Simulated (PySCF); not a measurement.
C$_{4}$H$_{9}$O, doublet, SMILES `[CH2]COCC`.

PySCF calculation, r2SCAN/def2-SVPD, gas phase; geometry: GFN2-xTB. No frequency check shows the geometry to be a minimum. The stability of the open-shell solution wasn't checked. GFN2-xTB doesn't know the spin state, so this open-shell geometry is rough.

Input

```python
import numpy as np
from pyscf import gto, scf, dft
from pyscf.scf import atom_ks, atom_hf
from scipy.linalg import block_diag

def solve(mol, dm0=None, hcore=None):
    mf = (dft.UKS if mol.spin else dft.RKS)(mol, xc='r2scan')
    mf.grids.level = 3
    mf = mf.density_fit(auxbasis='def2-universal-jkfit')
    mf.conv_tol, mf.max_cycle = 1e-8, 80
    if hcore is not None:
        mf.get_hcore = lambda *args: hcore
    mf.kernel(dm0)
    if not mf.converged:
        mf = mf.newton().run(mf.mo_coeff, mf.mo_occ, max_cycle=30)
    assert mf.converged, 'SCF not converged'
    return mf

mol = gto.M(atom='''
C     -2.41225     0.43155    -0.00217
C     -1.24771    -0.46129     0.00165
O     -0.05612     0.27833     0.00340
C      1.10404    -0.52022    -0.00162
C      2.32102     0.39013    -0.00072
H     -3.39873     0.01581    -0.00227
H     -2.26480     1.49049    -0.00770
H     -1.27509    -1.13774     0.88145
H     -1.27108    -1.13970    -0.88443
H      1.11471    -1.17179    -0.88655
H      1.11067    -1.16982     0.89446
H      3.23027    -0.20436    -0.01344
H      2.30419     1.02568     0.88561
H      2.30819     1.02372    -0.87715
''', basis='def2-svpd', charge=0, spin=1, verbose=4)
field = np.array([-0.0, -0.0, -0.01])  # atomic units
mol.set_common_orig(mol.atom_charges() @ mol.atom_coords() / mol.atom_charges().sum())
mf = solve(mol)
out = dict(dm0=mf.make_rdm1(), d0=mf.dip_moment(unit='AU'), e0=mf.e_tot)
for name, sign in (('p', 1), ('m', -1)):
    h = mf.get_hcore() + sign * np.einsum('x,xij->ij', field, mol.intor('int1e_r'))
    mi = solve(mol, mf.make_rdm1(), h)
    out.update({'dm' + name: mi.make_rdm1(), 'd' + name: mi.dip_moment(unit='AU'), 'e' + name: mi.e_tot})
# spherically averaged free atoms, for the promolecule
atm = atom_ks.get_atm_nrks(mol, xc='r2scan')
pro = block_diag(*[(atm[a[0]][2] * atm[a[0]][3]) @ atm[a[0]][2].T for a in mol._atom])
np.savez('result.npz', pro=pro, **out)
```

Launched as:

```sh
OMP_NUM_THREADS=1 python input.py
```

The run took 4.9 min on 1 thread of Arm Neoverse V2, with other jobs on the host, peak memory 0.84 GiB.

Partitions, critical points and surface values were worked out afterwards from this run's density.

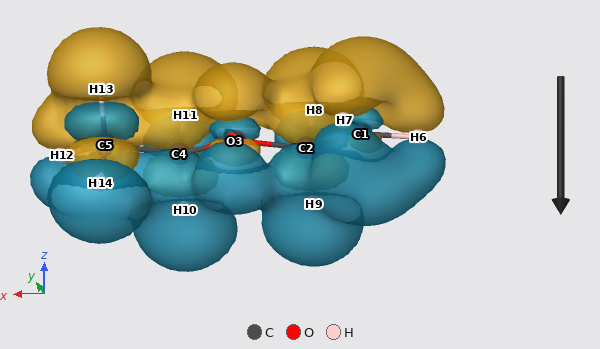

Change of the electron density in a uniform field of 0.51 V/Å along −z (arrow), surfaces at ±0.002 e/Å³ (yellow: gain, teal: loss).

Question: How large is the response?

Answer: The induced dipole is 1.25 D (along the field); α along this axis, from the fields in both directions, is 49 bohr³ (7.3 Å³).

Question: Which atoms gain and lose the most charge?

Answer: Electrons gather most on H8 (Hirshfeld charge changes by −0.017 e) and leave H9 most (+0.016 e); 0.135 electrons are displaced in all.
